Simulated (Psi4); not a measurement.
# MoCl4O (SMILES O=[Mo](Cl)(Cl)(Cl)Cl) at MP2/def2-SVP (core potential)

What is the energy change on altering one bond length of MoCl4O at MP2/def2-SVP (core potential)? 

The results are computed with Psi4 1.11.

15 further runs of the same task are left out: 14 that didn't finish, 1 set aside as unsound or not needed. Runs told in other sessions of the task aren't counted.

## Step 1: The structure to begin with

MoCl4O has 6 atoms, charge 0, and is taken as a singlet. SMILES: `O=[Mo](Cl)(Cl)(Cl)Cl`. The coordinates come from a PBE0-D4/def2-TZVP relaxation.

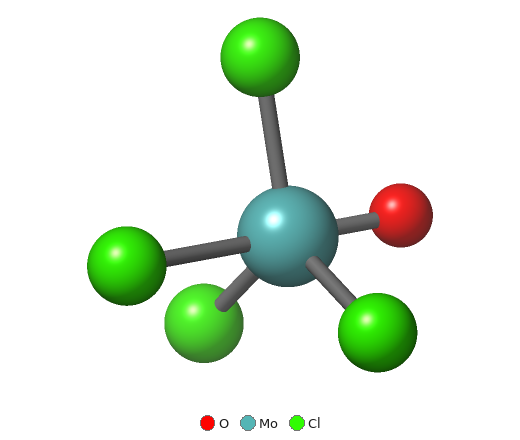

Viewed from a chosen angle; oxygen red, molybdenum teal, chlorine green.

## Step 2: A single-point energy at MP2/def2-SVP (core potential)

File job.inp:

```
memory 2.2 GB

molecule {
  O
  Mo 1 1.666553
  Cl 2 2.233088 1 92.75295
  Cl 2 2.232992 1 92.76733 3 119.95731
  Cl 2 2.373736 4 87.27718 1 -179.95609
  Cl 2 2.233276 1 92.71211 3 -120.03774
  symmetry c1
  no_reorient
  no_com
}

set globals {
  basis           def2-SVP
  reference       rhf
  puream          true
  e_convergence   1e-09
  d_convergence   1e-08
  scf_type        pk
  num_frozen_docc 21
  mp2_type        conv
}

e_tot, wfn = energy('mp2', return_wfn=True)
```

Started as:

```bash
psi4 -i job.inp -o job.out -n 1
```

job.out:

```text
[...]
    !!!  WARNING: ECP capability is in beta. Please check occupations closely.  !!!
[...]
  Running in c1 symmetry.
[...]
  Nuclear repulsion =  614.411566815787296
[...]
  Multiplicity = 1
[...]
  Nalpha       = 45
  Nbeta        = 45
[...]
    Number of basis functions: 117
[...]
   @RHF iter   1: -1979.12253536196476   -2.03023e-01   9.60136e-03 DIIS/ADIIS
[...]
   @RHF iter  17: -1979.79390415328953   -2.20552e-11   8.21437e-09 DIIS
[...]
    Orbital Energies [Eh]
    ---------------------
    Doubly Occupied:
       1A   -104.852516     2A   -104.852466     3A   -104.852360
       4A   -104.774819     5A    -20.688295     6A    -10.616595
       7A    -10.616547     8A    -10.616439     9A    -10.538836
      10A     -8.090824    11A     -8.090775    12A     -8.090668
      13A     -8.088266    14A     -8.088218    15A     -8.088111
      16A     -8.087528    17A     -8.087479    18A     -8.087371
      19A     -8.012695    20A     -8.011004    21A     -8.011003
      22A     -3.323837    23A     -2.172257    24A     -2.147475
      25A     -2.147470    26A     -1.314152    27A     -1.142105
      28A     -1.127186    29A     -1.127087    30A     -1.061906
      31A     -0.692244    32A     -0.652150    33A     -0.652137
      34A     -0.606100    35A     -0.606026    36A     -0.592336
[...]
  @RHF Final Energy: -1979.79390415328953
   => Energetics <=
    Nuclear Repulsion Energy =            614.4115668157872960
    One-Electron Energy =               -3982.2737019150213200
    Two-Electron Energy =                1388.0682309459443786
    Total Energy =                      -1979.7939041532895317
[...]
 Multipole Moments:
 ------------------------------------------------------------------------------------
     Multipole            Electronic (a.u.)      Nuclear  (a.u.)        Total (a.u.)
 ------------------------------------------------------------------------------------
 L = 1.  Multiply by 2.5417464519 to convert [e a0] to [Debye]
 Dipole X            :          0.0132112           -0.0110735            0.0021376
 Dipole Y            :         -0.0053923            0.0048379           -0.0005544
 Dipole Z            :        -16.6136353           16.0846929           -0.5289424
 Magnitude           :                                                    0.5289470
[...]
	SCS-MP2 Total Energy (a.u.)        : -1980.93408008554843
	SOS-MP2 Total Energy (a.u.)        : -1980.80926802352997
	SCSN-MP2 Total Energy (a.u.)       : -1980.45291184074722
[...]
	SOS-PI-MP2 Total Energy (a.u.)     : -1980.97849533523686
[...]
	MP2 Total Energy (a.u.)            : -1981.01447689787892
[...]
```

Wall time 17 s (1 thread of Intel Xeon Platinum 8259CL at 2.50GHz (Skylake/Cascade Lake), shared host); peak memory 0.99 GiB.

## Step 3: The distorted shape at the same level

File job.in:

```
memory 2.2 GB

molecule {
  0 1
  O     -1.315699    -3.158203     1.502876
  Mo    -0.728659    -1.750223     0.831776
  Cl     1.396581    -2.359933     1.145286
  Cl    -1.716249    -2.146553    -1.131344
  Cl     0.775250     1.861870    -0.884910
  Cl    -1.753229    -0.473773     2.351136
  symmetry c1
  no_reorient
  no_com
}

set {
  basis def2-SVP
  reference rhf
  puream true
  e_convergence 1e-09
  d_convergence 1e-08
  scf_type pk
  num_frozen_docc 21
  mp2_type conv
}

energy("mp2")
```

Started as:

```bash
psi4 -i job.in -o job.out -n 1
```

job.out:

```text
[...]
    !!!  WARNING: ECP capability is in beta. Please check occupations closely.  !!!
[...]
  Running in c1 symmetry.
[...]
  Nuclear repulsion =  537.962432045785249
[...]
  Multiplicity = 1
[...]
  Nalpha       = 45
  Nbeta        = 45
[...]
    Number of basis functions: 117
[...]
   @RHF iter   1: -1978.84857315126465   -2.63243e-01   1.00626e-02 DIIS/ADIIS
[...]
   @RHF iter  30: -1979.64888433595775   -4.79758e-11   8.22764e-09 DIIS
[...]
    Orbital Energies [Eh]
    ---------------------
    Doubly Occupied:
       1A   -104.924763     2A   -104.924727     3A   -104.924654
       4A   -104.595845     5A    -20.780481     6A    -10.687536
       7A    -10.687502     8A    -10.687429     9A    -10.354133
      10A     -8.161551    11A     -8.161516    12A     -8.161443
      13A     -8.158957    14A     -8.158922    15A     -8.158849
      16A     -8.158362    17A     -8.158328    18A     -8.158255
      19A     -7.828344    20A     -7.827378    21A     -7.827377
      22A     -3.400395    23A     -2.250502    24A     -2.223298
      25A     -2.223297    26A     -1.390352    27A     -1.204625
      28A     -1.190206    29A     -1.190136    30A     -0.861462
      31A     -0.751531    32A     -0.724164    33A     -0.724144
      34A     -0.671407    35A     -0.671346    36A     -0.646430
[...]
  @RHF Final Energy: -1979.64888433595775
   => Energetics <=
    Nuclear Repulsion Energy =            537.9624320457852491
    One-Electron Energy =               -3827.4461798412303324
    Two-Electron Energy =                1309.8348634594874511
    Total Energy =                      -1979.6488843359577459
[...]
 Multipole Moments:
 ------------------------------------------------------------------------------------
     Multipole            Electronic (a.u.)      Nuclear  (a.u.)        Total (a.u.)
 ------------------------------------------------------------------------------------
 L = 1.  Multiply by 2.5417464519 to convert [e a0] to [Debye]
 Dipole X            :         79.0061099          -80.8553659           -1.8492560
 Dipole Y            :        189.7863282         -194.2286193           -4.4422911
 Dipole Z            :        -90.1661887           92.2767024            2.1105137
 Magnitude           :                                                    5.2543283
[...]
	SCS-MP2 Total Energy (a.u.)        : -1980.79682449900974
	SOS-MP2 Total Energy (a.u.)        : -1980.67184173307214
	SCSN-MP2 Total Energy (a.u.)       : -1980.30879334010774
[...]
	SOS-PI-MP2 Total Energy (a.u.)     : -1980.84233463259125
[...]
	MP2 Total Energy (a.u.)            : -1980.87629713136562
[...]
```

Run time: 16 s. Hardware: 1 thread of Intel Xeon Platinum 8259CL at 2.50GHz (Skylake/Cascade Lake), shared host; peak memory 0.99 GiB.

## Step 4: Summary of results

At MP2/def2-SVP (core potential), 21 core orbitals frozen:

| quantity | value |
| --- | --- |
| first shape: total energy | -1981.01448 Eh |
| first shape: HOMO energy (Hartree–Fock orbitals) | -11.96 eV |
| first shape: LUMO energy (Hartree–Fock orbitals) | -1.96 eV |
| first shape: HOMO–LUMO gap (Hartree–Fock orbitals) | 10.01 eV |
| first shape: correlation energy (21 core orbitals frozen) | -1220.6 mEh |
| distorted shape: total energy | -1980.87630 Eh |
| distorted shape: HOMO energy (Hartree–Fock orbitals) | -7.54 eV |
| distorted shape: LUMO energy (Hartree–Fock orbitals) | -3.95 eV |
| distorted shape: HOMO–LUMO gap (Hartree–Fock orbitals) | 3.59 eV |
| distorted shape: correlation energy (21 core orbitals frozen) | -1227.4 mEh |
| energy change with the Mo2–Cl5 bond stretched from 2.374 to 4.273 Å | 3.760 eV |

What this shows: One bond (distorted shape) is far stretched, which a spin-restricted single reference describes badly; perturbation theory on it can break down and give far too much correlation. With the Mo2–Cl5 bond stretched from 2.374 to 4.273 Å the energy rises by 3.76 eV (87 kcal/mol). The first shape isn't relaxed at this level, so the change isn't measured from a minimum. A restricted reference can't describe the breaking bond well at this length.
